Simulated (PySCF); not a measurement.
```xyz
9
charge 0, multiplicity 1
Al   -0.5446   -0.0790   -0.7331
C     0.4212   -0.8941    0.7621
H     0.1163   -0.0098   -2.1788
H    -2.0749    0.3269   -0.5774
H     0.3260    1.8157    0.0641
H    -0.0536    2.0988   -0.5251
H     0.0849   -0.5268    1.7353
H     1.5033   -0.7552    0.6945
H     0.2419   -1.9755    0.7558
```

What structure does this define?

The species is CH₇Al. Judged by distances it falls into 2 fragments: CH5Al, H2. The point group is Cs. Coordination: 1 Al trigonal planar; 1 C tetrahedral.

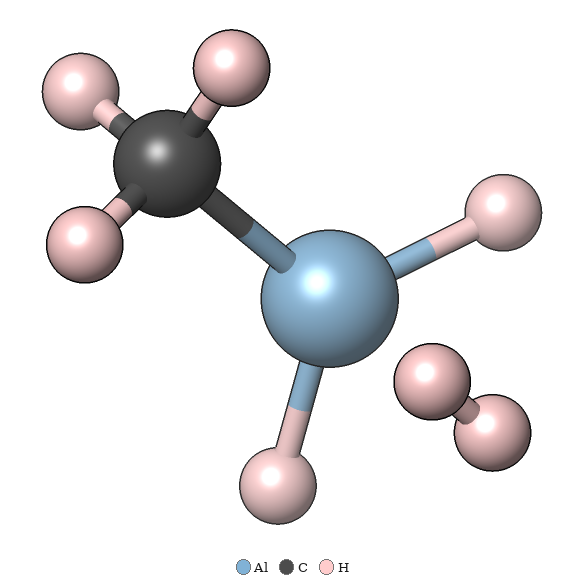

Figure made from data computed with PySCF.
